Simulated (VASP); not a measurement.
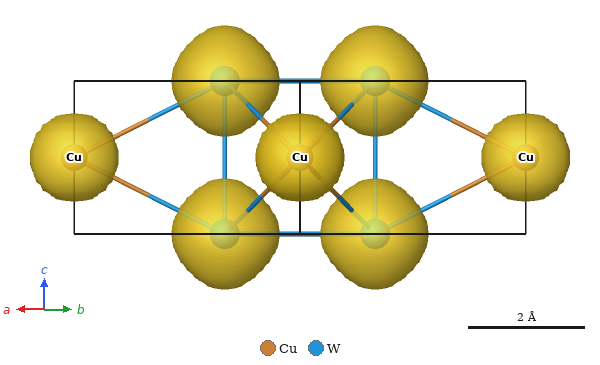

*CuW2. Isosurface of the valence pseudo-density at 1 e/Å³ (yellow), seen along [110]. Sticks mark near contacts.*

Space group P6/mmm; a generated structure, not necessarily the stable one.

These are results of Kohn-Sham DFT of a periodic cell, PBE, VASP PAW PBE potentials, recommended in VASP, not measurements.

Core electrons are frozen (PAW), and the valence fields are smoothed inside the atomic spheres.

> How is the density connected at this value?

At this value the density breaks into separate islands; it holds about 65 % of the electrons treated as valence. It bridges none of the near contacts. It is pinched off along the shortest W–W (2.60 Å), Cu–Cu (2.64 Å), Cu–W (2.92 Å) and W–W (2.64 Å) contacts. On the grid the lowest density along these lines, outside the cores, is 0.57 e/Å³ (W–W, 2.60 Å), 0.22 e/Å³ (Cu–Cu, 2.64 Å), 0.23 e/Å³ (Cu–W, 2.92 Å) and 0.52 e/Å³ (W–W, 2.64 Å).
